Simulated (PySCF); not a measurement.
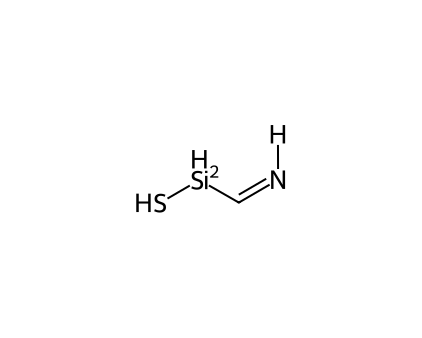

Structural formula above. The computed structure is the end point of a PBE0-D3(BJ)/def2-SVP optimisation. No frequency run is at hand to confirm it as a minimum.

What does the molecule look like in three dimensions?

Formula CH₅NSSi. SMILES: `[H]/N=C\[SiH2]S`. It has no ring. Among its groups: imine, Si–H bond. This geometry has C1 symmetry. Coordination: 1 N bent; 1 C trigonal planar; 1 Si tetrahedral; 1 S bent.

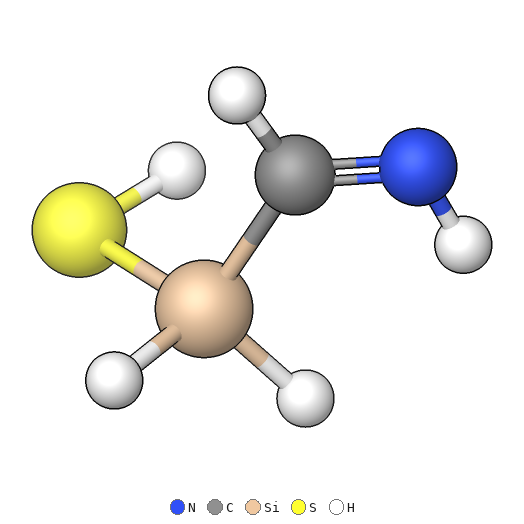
